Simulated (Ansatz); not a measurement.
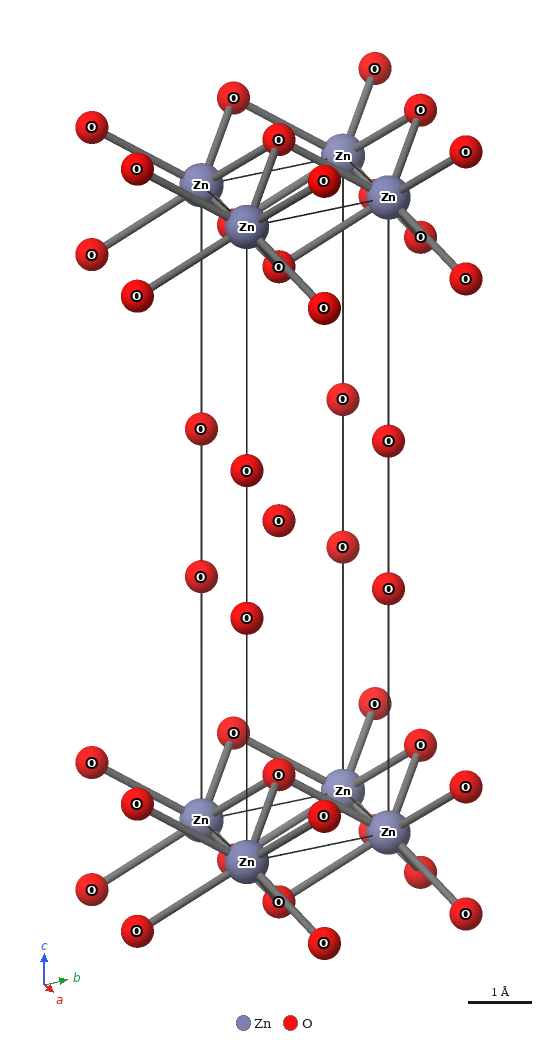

Structure drawing (ball-and-stick), viewed slightly off an axis. Thin lines show the simulation cell, with boundary atoms drawn in all their periodic places. Some neighbours outside the box are added.

```xyz
6
Lattice="3.1353 0.0000 0.0000 -1.5676 2.7152 0.0000 0.0000 0.0000 10.4617" Properties=species:S:1:pos:R:3 pbc="T T T"
Zn    1.5676    2.7152    0.0000
O     1.5676    0.9051    1.0468
O     3.1353    0.0000    4.0147
O     1.5676    0.9051    5.2309
O     3.1353    0.0000    6.4470
O     1.5676    0.9051    9.4149
```

Theory: DFT PBE, scalar-relativistic, plane waves, PAW (Ansatz 0.2.0). Numerical settings: a basis cut at 420 eV, a 12×12×4 k-point mesh, Gaussian smearing of 0.1 eV, collinear spins. The state is ferromagnetic.

> What are the atomic charges by Bader's partition?

Zn +1.33 e; O -0.67 to +0.05 e.

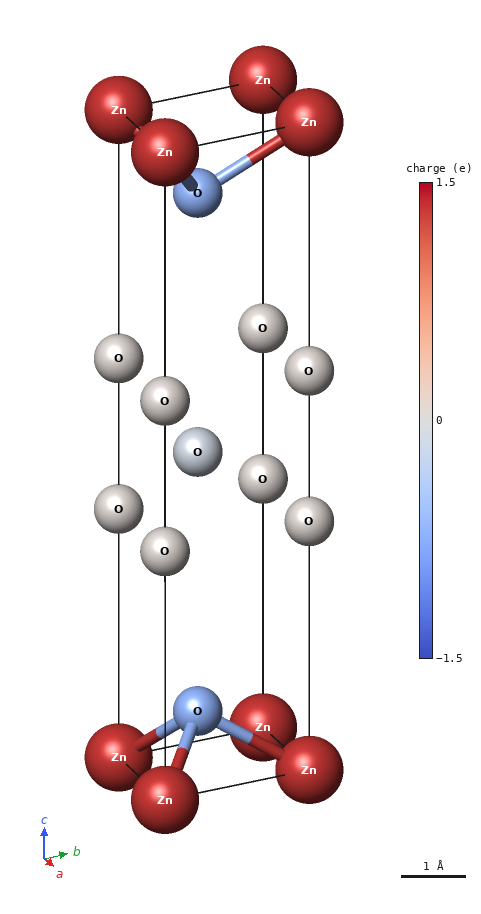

The atoms coloured by those charges.

Starting structure: a structure type filled with these elements by a generator (whether the compound takes this form wasn't checked). Earlier steps of the study, as a rule a relaxation of our own, may have changed the cell and positions, so they can lie some per cent off the listed ones. It went into a calculation with Ansatz.
